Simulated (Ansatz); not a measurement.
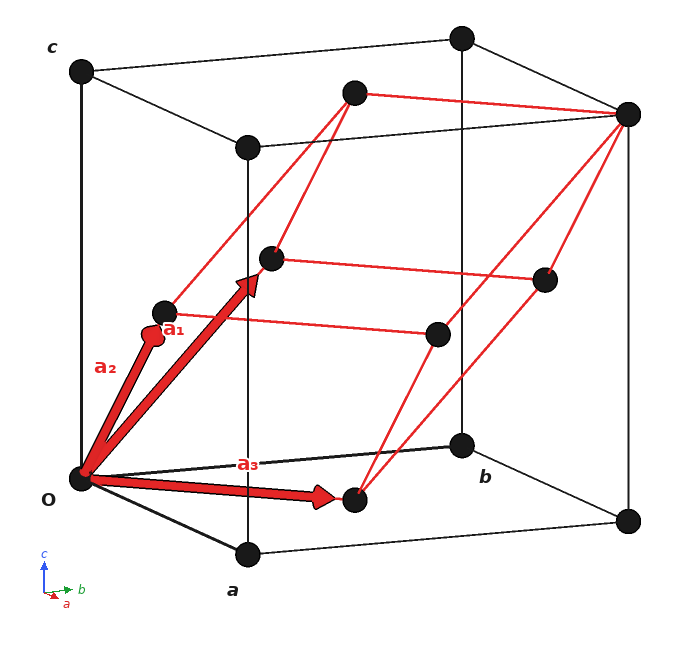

For YbBe5, the input geometry of an electronic-structure calculation (not necessarily at equilibrium); the starting structure was generated, so it need not be a known form of this composition: the conventional cell (thin) and a primitive cell (coloured, vectors a₁, a₂, a₃), with the lattice points alone. Symmetry computed with spglib at a tolerance of 0.002 Å; standard conventional cell.

a = 6.527 Å, b = 6.527 Å, c = 6.527 Å, α = 90.00°, β = 90.00°, γ = 90.00°.

**What is the centring, and how are the primitive vectors built?**

F, face-centred cubic, with lattice points at (0, 0, 0), (1/2, 1/2, 0), (1/2, 0, 1/2), (0, 1/2, 1/2). a₁ = 1/2 b + 1/2 c; a₂ = 1/2 a + 1/2 c; a₃ = 1/2 a + 1/2 b.

**Give the primitive cell's size and content.**

Edges 4.616, 4.616, 4.616 Å; angles 60.00°, 60.00°, 60.00°; volume 69.53 Å³, 1/4 of the conventional cell; 6 of its 24 atoms.
